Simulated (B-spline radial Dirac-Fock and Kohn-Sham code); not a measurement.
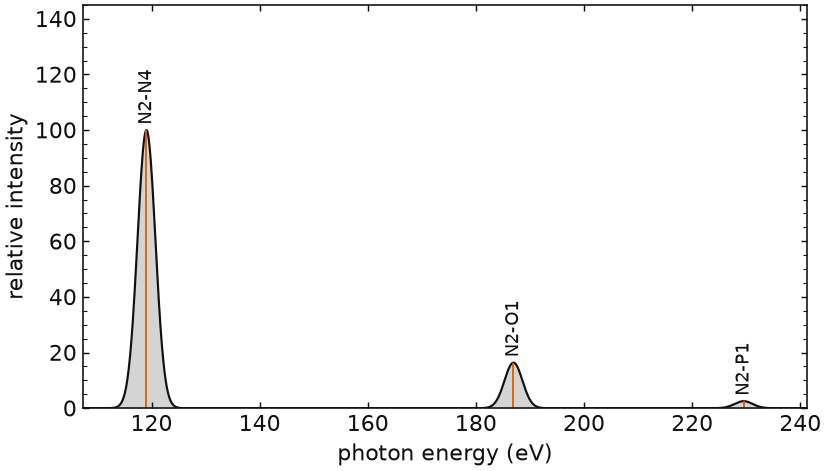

Fig. 1. X-ray emission lines that fill an N2 (4p1/2) hole, broadened by a Gaussian of 3.9 eV full width. Multiplet splitting by the open shell is left out. Species: neutral La in the configuration [Xe] 5d1 6s2. Method: independent-particle rates on relativistic LDA orbitals of the hole state (multipoles to L = 3), energies from Dirac–Fock ΔSCF (computed with a radial B-spline solver). Widths ruled by Coster–Kronig decay come out up to twice the measured ones in this model.

The strongest line is N2-N4 at 119.1 eV with 84.1 % of the photons, then N2-O1 at 186.9 eV (14 %), N2-P1 at 229.6 eV (2.1 %), N2-O4 at 228.6 eV (0.068 %). The hole has a width of 2.60 eV and a fluorescence yield of 1.72 × 10⁻⁴.
